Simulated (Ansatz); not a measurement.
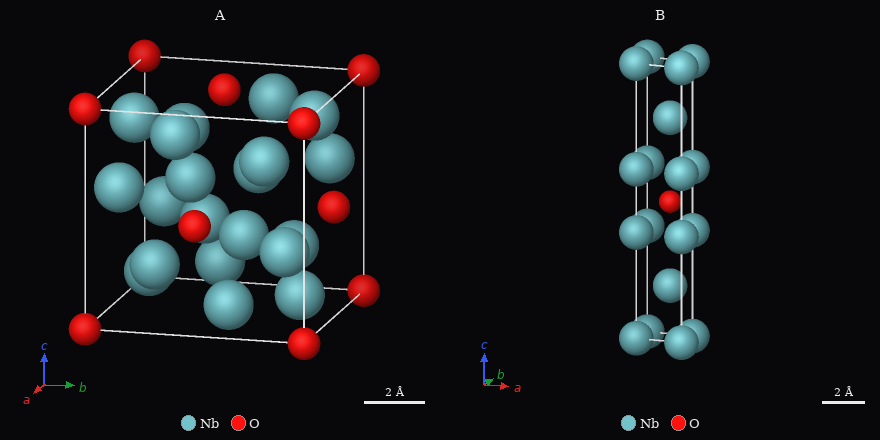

Two structures of Nb5O, each relaxed to rest (conventional cells in solid outline, small ones repeated, not to one scale). Method: DFT PBE, scalar-relativistic, plane waves, PAW in Ansatz 0.2.0, without spin polarisation.

**State the structure in each panel.**

A: 24 atoms a cell on a face-centred cubic lattice, F-43m. B: 6 atoms a cell on a primitive hexagonal lattice, P-6m2.

**Which structure wins energetically, and by what margin?**

B is lower, by 1184 meV/atom at this level of theory (energies at zero smearing). Volumes: A 18.4, B 16.3 Å³/atom.

One or both may be structure types tried for this composition rather than known phases.
